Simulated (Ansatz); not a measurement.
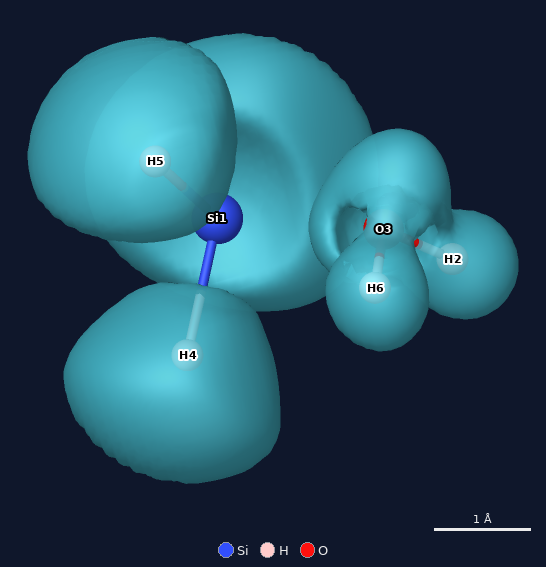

Figure 1: H₂Si···H₂O. Isosurface of the electron localisation function at 0.8 (cyan), seen at a tilt. Core shells and regions of very low density are left out.

All numbers below come from Ansatz 0.2.0, RKS PBE0/def2-TZVP.

Input file:

```
crystal:
  periodic: [false, false, false]
  atoms:
    - { symbol: Si, position_ang: [-1.032735, 0.729197, -0.773919] }
    - { symbol: H, position_ang: [1.53707, -0.10915, -0.417569] }
    - { symbol: O, position_ang: [1.520061, -0.338965, 0.520711] }
    - { symbol: H, position_ang: [-1.700428, -0.551417, -0.281543] }
    - { symbol: H, position_ang: [-1.55855, 1.529768, 0.410026] }
    - { symbol: H, position_ang: [1.234583, -1.259433, 0.542495] }
basis:
  gaussian: { orbitals: def2-TZVP }
hamiltonian:
  xc: pbe0
relax:
  f_tol: 0.03
  max_steps: 50
output:
  orbitals: {}
```

Run with:

```sh
ansatz run input.yaml --threads 2 --pin off --max-ram 3072MiB --backend cpu --events-out ev --progress --plain --runs-dir out
```

The fields are those of the relaxed geometry.

**What do the ELF domains correspond to?**

The ELF exceeds this value in two regions around hydrogen nuclei, one lobe on Si, pointing away from the bonds (lone pairs) and one joined region spread over several atoms (H, O), in which their bonds and any lone pairs are merged.

Values along the shortest contacts:
Si1···O3 (2.06 Å): the ELF peaks at about 0.90 in the valence shell of O, 0.6 Å from its nucleus, and is about 0.55 at the midpoint. O–H (0.96 Å): the ELF climbs to about 1 towards the hydrogen, as it does in any bond to H; a covalent bond by its length.
